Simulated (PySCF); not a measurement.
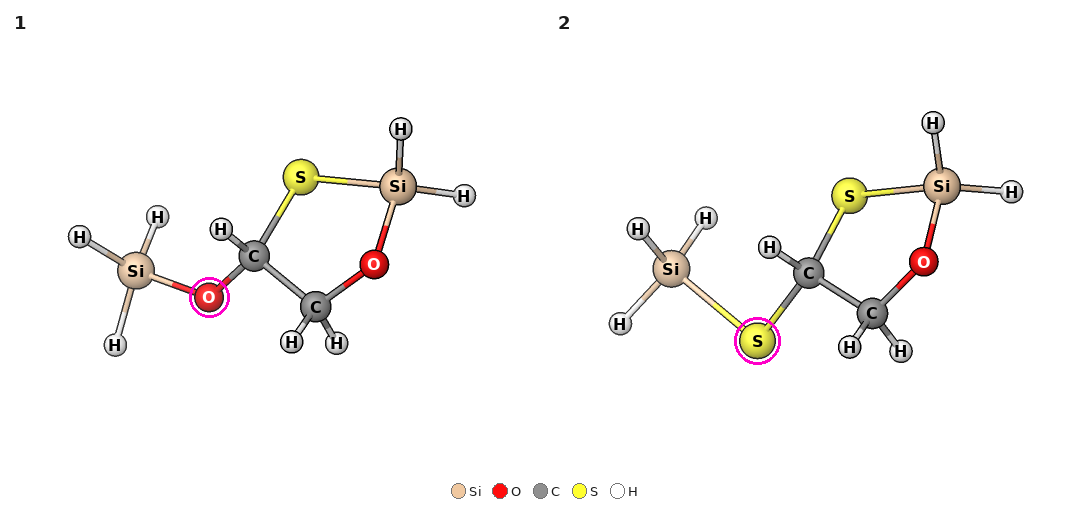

2 molecules with one skeleton, seen from the same side and at one scale; the atom that differs is circled. Each species is neutral and a spin singlet. Computed geometries: GFN2-xTB optimisations, one conformation each. Properties computed with PySCF 2.14.0.

One atom differs, called X below: O in panel 1, S in panel 2. Their formulas are C2H8O2SSi2 (`[SiH3]O[C@H]1CO[SiH2]S1`), C2H8OS2Si2 (`[SiH3]S[C@H]1CO[SiH2]S1`).

Question: In which is the Hirshfeld charge of X higher (PBE0/pcSseg-1)?

Answer: In panel 2 (X = S).

Question: In which is the GIAO shielding of the Si bonded to X larger (PBE0/pcSseg-1)?

Answer: In panel 2 (X = S).

Give the values. With GFN2-xTB: length of X–C (Å), length of X–Si (Å), angle Si–X–C (°). With PBE0/pcSseg-1: dipole moment (D), HOMO energy (Kohn–Sham orbital) (eV), HOMO–LUMO gap (eV), Hirshfeld charge of X (e), GIAO shielding of the Si bonded to X (ppm). With CAM-B3LYP/def2-SVPD: mean static polarisability (bohr³), lowest vertical singlet excitation (eV).

```csv
quantity,1 (O),2 (S),2 − 1
length of X–C (Å),1.360,1.809,+0.449
length of X–Si (Å),1.634,2.156,+0.522
angle Si–X–C (°),129.2,100.1,−29.1
dipole moment (D),0.62,1.02,+0.40
HOMO energy (Kohn–Sham orbital) (eV),−7.04,−7.04,0.00
HOMO–LUMO gap (eV),6.83,6.64,−0.19
Hirshfeld charge of X (e),−0.21,−0.09,+0.12
GIAO shielding of the Si bonded to X (ppm),382.7,401.7,+19.0
mean static polarisability (bohr³),98.1,116.7,+18.6
lowest vertical singlet excitation (eV),5.46,5.30,−0.16
```

The geometry is semi-empirical. Around Si such bond lengths and angles can be off by a tenth of an ångström or more and by several degrees, and values that hang on the shape move with them.
